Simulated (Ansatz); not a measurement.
Consider HfSiW3.

Input file:

```
crystal:
  lattice:
    - [2.2182617266, -11.4410115561, 0.0]
    - [2.2182617266, 11.4410115561, 0.0]
    - [0.0, 0.0, 3.2596921045]
  atoms:
    - { symbol: Hf, position: [0.7952489169, 0.2047510831, 0.0] }
    - { symbol: Hf, position: [0.2047510831, 0.7952489169, 0.0] }
    - { symbol: Si, position: [0.3172031031, 0.6827968969, 0.5] }
    - { symbol: Si, position: [0.6827968969, 0.3172031031, 0.5] }
    - { symbol: W, position: [0.0, 0.0, 0.0] }
    - { symbol: W, position: [0.0990843881, 0.9009156119, 0.5] }
    - { symbol: W, position: [0.9009156119, 0.0990843881, 0.5] }
    - { symbol: W, position: [0.4048537246, 0.5951462754, 0.0] }
    - { symbol: W, position: [0.5, 0.5, 0.5] }
    - { symbol: W, position: [0.5951462754, 0.4048537246, 0.0] }
basis:
  ecutwfc: 420
kpoints:
  mp_grid: { grid: [8, 8, 10] }
  band_path:
    path:
      - [[0.0, 0.0, 0.0], [-0.5, 0.5, 0.0], [-0.25939803, 0.74060197, 0.0]]
      - [[0.25939803, 0.25939803, 0.0], [0.0, 0.0, 0.0], [0.0, 0.0, 0.5], [0.25939803, 0.25939803, 0.5]]
      - [[-0.25939803, 0.74060197, 0.5], [-0.5, 0.5, 0.5], [-0.5, 0.5, 0.0]]
      - [[0.0, 0.0, 0.0], [0.0, 0.5, 0.0], [0.0, 0.5, 0.5], [0.0, 0.0, 0.5], [-0.5, 0.5, 0.5]]
    npoints: 14
hamiltonian:
  xc: pbe
scf:
  occupations: { method: gaussian, width: 0.1 }
  n_extra_bands: 25
output:
  forces: true
  stress: true
  eigenvalues: true
  populations: true
  dos: { projected: true, de: 0.02, nscf_kmesh: { grid: [10, 10, 12] } }
  bader: true
  write_density: true
  write_potential: true
  elf: true
  volumetric_format: npy
```

Run with:

```sh
ansatz run input.yaml --threads 1 --pin off --max-ram 2560MiB --backend cpu --events-out ev --progress --plain --runs-dir out
```

Below, planes, directions and counts refer to the conventional cell (a = 4.44 Å, b = 22.88 Å, c = 3.26 Å, α = 90.00°, β = 90.00°, γ = 90.00°).

Space group Cmmm; a generated structure, not necessarily the stable one.

All numbers below come from Ansatz, DFT PBE, scalar-relativistic, plane waves, PAW.

What can the converged valence pseudo-density and electron localisation function tell about the bonding?

Answer. Si–W (2.58 Å): ρ at the midpoint is about 0.42 e/Å³; the ELF peaks at about 0.70 in the valence shell of Si, 0.9 Å from its nucleus, and is about 0.40 at the midpoint.
W–W (2.72 Å): ρ is about 0.43 e/Å³ halfway; the ELF is about 0.40 at the midpoint.
Hf–W (2.92 Å): ρ at the midpoint is about 0.29 e/Å³; the ELF is about 0.30 at the midpoint (no shared electron pair shows on this line).
W–W (2.79 Å): the density is about 0.39 e/Å³ at the midpoint; the ELF is about 0.40 at the midpoint.
Bader's partition of the density gives Hf +1.09, Si −0.99 and W −0.11 to +0.09 e.

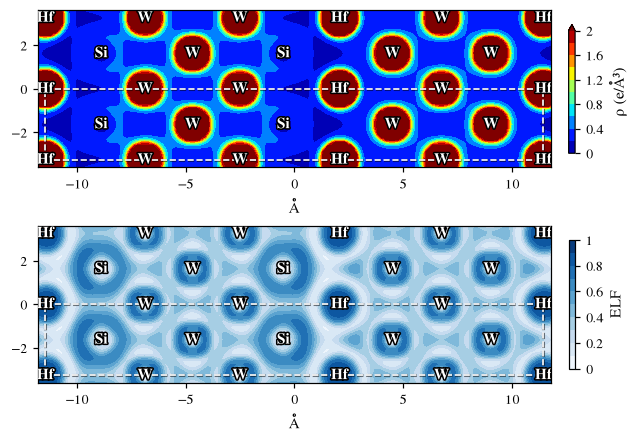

Computed valence pseudo-density and electron localisation function on the (100) plane of the conventional cell, in this order. 

In a PAW calculation such maps are meaningful between the atoms, not at the nuclei.
